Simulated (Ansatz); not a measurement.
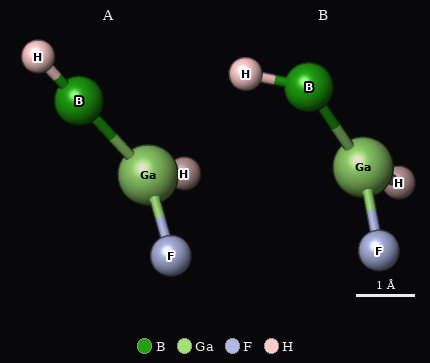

Two geometries of GaBH2F (multiplicity 2), drawn at one scale. One is the start of a relaxation, the other its converged end. Style: ball-and-stick. Shown from a free direction.

The calculation used Ansatz 0.2.0, UKS PBE0-D4/def2-TZVP. Set-up: force threshold 0.005 eV/Å; at most 200 steps.

### Which geometry has the lower energy?

Structure A is the relaxed one. The B atom moves most after the best rigid fit: 0.39 Å. By element the largest moves are B 0.39 Å, H 0.34 Å, F 0.16 Å, Ga 0.14 Å. Near-neighbour distances that change, for instance: B–Ga 2.032 → 2.005 Å, B–H 1.161 → 1.184 Å, Ga–H 1.575 → 1.553 Å. Bond angles that change, for instance: Ga–B–H 135.8° → 179.4°, B–Ga–H 143.4° → 131.6°, F–Ga–H 107.0° → 115.4°. After 10 accepted moves (13 points after the start) the energy has fallen by 12.2 kJ/mol. The largest force component goes from 0.65 to 0.003 eV/Å. The line search rejected the trial steps at points 3, 5, 7 of the run. Cost: 28 s on 2 threads of Intel Xeon Platinum 8488C (shared host).
